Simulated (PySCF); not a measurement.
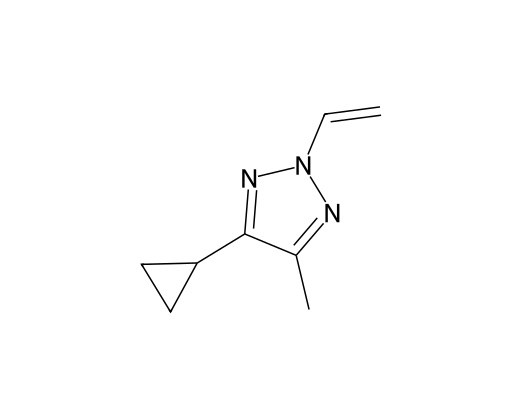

Computed geometry: GFN2-xTB optimisation. No frequency run is at hand to confirm it as a minimum. Properties computed with PBE0/pcSseg-1, gas phase (PySCF 2.14.0).

What is the LUMO energy (Kohn–Sham orbital)?

Answer. −0.89 eV.

Give the HOMO energy (Kohn–Sham orbital) at this level.

Answer. −6.44 eV.

What is the dipole moment?

Answer. 1.36 D.
